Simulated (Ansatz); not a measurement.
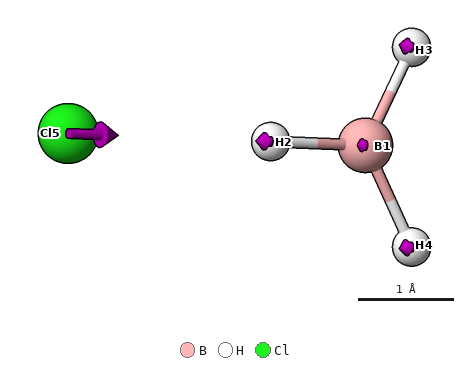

This is a relaxation of BH3Cl (multiplicity 2). The starting structure is drawn; purple arrows show the displacements, at their true length. The two geometries are superimposed by the best rigid fit.

Style: ball-and-stick. Shown at a tilt.

The run prepares an end point of a later path (reaction) calculation, from a guessed geometry.

Theory: Ansatz 0.2.0, UKS PBE0/def2-SVP.

The input:
```yaml
crystal:
  periodic: [false, false, false]
  atoms:
    - { symbol: B, position_ang: [0.0, 0.0, -0.087132] }
    - { symbol: H, position_ang: [0.0, 0.0, 1.113196] }
    - { symbol: H, position_ang: [1.052758, 0.0, -0.672585] }
    - { symbol: H, position_ang: [-1.052758, 0.0, -0.672585] }
    - { symbol: Cl, position_ang: [0.0, 0.0, 3.679106] }
magnetization:
  spin_polarized: true
  initial_magnetization: 1
basis:
  gaussian: { orbitals: def2-SVP }
hamiltonian:
  xc: pbe0
relax:
  f_tol: 0.03
  max_steps: 50
output:
  orbitals: {}
```

Launched with:
```bash
ansatz run input.yaml --threads 1 --pin off --max-ram 2048MiB --backend cpu --events-out ev --progress --plain --runs-dir out
```

> Which element moves most?

Chlorine: up to 0.65 Å, against 0.20 Å for hydrogen.

> Describe the change and its energy.

The energy falls by 14.2 kJ/mol in 6 geometry steps. The largest force component goes from 0.43 to 0.027 eV/Å. The atom that moves furthest after the best rigid fit is Cl5 (0.65 Å). By element the largest moves are Cl 0.65 Å, H 0.20 Å, B 0.11 Å. Some distances before and after: H2–Cl5 2.566 → 1.717 Å, B1–H2 1.200 → 1.285 Å. Among the angles between lasting bonds that change: H3–B1–H4 121.8° → 127.5°, H2–B1–H3 119.1° → 116.3°. The run took 26 s on 1 thread of Intel(R) Xeon(R) Platinum 8259CL CPU @ 2.50GHz (Skylake/Cascade Lake), on a shared host, peak memory 0.13 GiB.

Limits of the set-up: the start holds two separate molecules, 2.6 Å apart at their closest, whose relative position is a soft coordinate and is computed without a dispersion correction.
